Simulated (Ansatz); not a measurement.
# C2HCl2F (SMILES FC=C(Cl)Cl): r2SCAN/6-31G(d) (spherical functions)

What is the electronic atomisation energy of C2HCl2F at r2SCAN/6-31G* (spherical functions)? 

Program for the calculation: Ansatz 0.2.0.

66 further runs of the same task are left out: 66 set aside as unsound or not needed. Runs told in other sessions of the task aren't counted.

## Step 1: The structure to begin with

The species is C2HCl2F (6 atoms), meant as a singlet with charge 0. SMILES: `FC=C(Cl)Cl`. The coordinates come from a PBE0-D4/def2-TZVP relaxation.

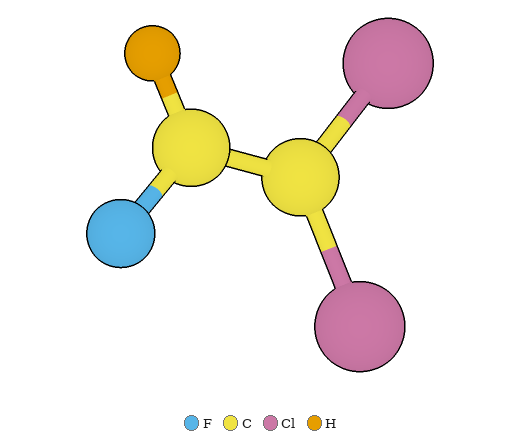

The structure, seen from a chosen angle (fluorine blue, carbon yellow, chlorine pink, hydrogen amber).

## Step 2: A single-point energy at r2SCAN/6-31G(d) (spherical functions)

molecule.yaml

```yaml
crystal:
  periodic: [false, false, false]
  atoms:
    - {symbol: F, position_ang: [0.369860, -1.453540, 1.016570]}
    - {symbol: C, position_ang: [0.335170, -0.183710, 0.639080]}
    - {symbol: C, position_ang: [-0.249490, 0.193990, -0.489960]}
    - {symbol: Cl, position_ang: [-1.002700, -0.907170, -1.549080]}
    - {symbol: Cl, position_ang: [-0.269610, 1.845290, -0.936840]}
    - {symbol: H, position_ang: [0.816790, 0.505150, 1.320220]}
basis:
  gaussian:
    orbitals: 6-31G_st_-spherical.json
hamiltonian:
  xc: r2scan
accuracy: high
output: {orbitals: {seedname: orbitals}}
```

The basis set 6-31G* is read from a file made from the Basis Set Exchange's data (not shown).

On the command line:

```
ansatz run molecule.yaml --threads 1 --pin off --max-ram 3480MiB --events-out events.jsonl --progress --plain --runs-dir runs
```

Standard output:

```text
Warning: RAYON_NUM_THREADS=1 ignored (pool sized by the plan → 1); use --threads N
Functional definition: r2SCAN
  name "r2SCAN"
  parameter k0 = 0.174
  parameter k1 = 0.065
  parameter a1 = 4.9479
  exchange = r2scan_x(k0 = k0, k1 = k1, a1 = a1)
  correlation = r2scan_c
1764 factors; integrals over basis functions are off by at most 5.3e-9 eV
mean field evaluation 1: about -29844.2226 eV, gradient 2.8e1 eV
mean field evaluation 2: about -29842.7857 eV, gradient 3.5e1 eV
mean field evaluation 4: about -29845.9939 eV, gradient 2.9e0 eV
mean field evaluation 8: about -29846.0103 eV, gradient 6.1e-2 eV
mean field evaluation 16: about -29846.0103 eV, gradient 8.6e-6 eV
mean field -29846.01031084 eV, -1096.8206485711 hartree, gradient 1.4e-8 eV, S^2 0.000000; 0 other end points of the search recorded, 0 dependent functions left out
reference -29846.01031132 eV, -1096.8206485885 hartree; 28, 28 occupied and 52, 52 virtual orbitals, 1764 factors
Total energy: -29846.01031132 eV, -1096.8206485885 hartree
```

Wall time 15 s (1 thread of Arm Neoverse V1, shared host); peak memory 0.24 GiB.

## Step 3: The C atom at the same level

in.yaml

```yaml
crystal:
  periodic: [false, false, false]
  atoms:
    - {symbol: C, position_ang: [0.000000, 0.000000, 0.000000]}
basis:
  gaussian: {orbitals: 6-31G_st_-spherical.json}
magnetization: {spin_polarized: true, initial_magnetization: 2}
hamiltonian: {xc: r2scan}
accuracy: high
```

The basis set 6-31G* is read from a file made from the Basis Set Exchange's data (not shown).

Run the same way, it converges to -37.81920 Eh (log not shown).

## Step 4: The Cl atom, same level

input.yaml

```yaml
crystal:
  periodic: [false, false, false]
  atoms:
    - {symbol: Cl, position_ang: [0.000000, 0.000000, 0.000000]}
basis:
  gaussian:
    orbitals: 6-31G_st_-spherical.json
magnetization:
  spin_polarized: true
  initial_magnetization: 1
hamiltonian:
  xc: r2scan
accuracy: high
```

The basis set 6-31G* is read from a file made from the Basis Set Exchange's data (not shown).

Run the same way, it converges to -460.08464 Eh (log not shown).

## Step 5: The F atom, same level

job.yaml

```yaml
crystal:
  periodic: [false, false, false]
  atoms:
    - {symbol: F, position_ang: [0.000000, 0.000000, 0.000000]}
basis:
  gaussian:
    orbitals: 6-31G_st_-spherical.json
magnetization:
  spin_polarized: true
  initial_magnetization: 1
hamiltonian:
  xc: {name: r2SCAN}
accuracy: high
```

The basis set 6-31G* is read from a file made from the Basis Set Exchange's data (not shown).

Run the same way, it converges to -99.67359 Eh (log not shown).

## Step 6: The H atom at the same level

in.yaml

```yaml
crystal:
  periodic: [false, false, false]
  atoms:
    - {symbol: H, position_ang: [0.000000, 0.000000, 0.000000]}
basis:
  gaussian: {orbitals: "6-31G*"}
accuracy: high
hamiltonian: {xc: r2scan}
magnetization: {spin_polarized: true, initial_magnetization: 1}
```

Run the same way, it converges to -0.49823 Eh (log not shown).

## Step 7: Summary of results

Level: r2SCAN/6-31G* (spherical functions).

| quantity | value |
| --- | --- |
| molecule: total energy | -1096.82065 Eh |
| molecule: HOMO energy | -6.25 eV |
| molecule: LUMO energy | -0.89 eV |
| molecule: HOMO–LUMO gap | 5.35 eV |
| C atom: total energy | -37.81920 Eh |
| C atom: ⟨S²⟩ | 2.004 |
| Cl atom: total energy | -460.08464 Eh |
| Cl atom: ⟨S²⟩ | 0.753 |
| F atom: total energy | -99.67359 Eh |
| F atom: ⟨S²⟩ | 0.752 |
| H atom: total energy | -0.49823 Eh |
| H atom: ⟨S²⟩ | 0.750 |
| electronic atomisation energy | 22.889 eV |

**Reading.** Taking the molecule apart into free atoms costs 22.89 eV (528 kcal/mol), before zero-point energy and without spin-orbit coupling.
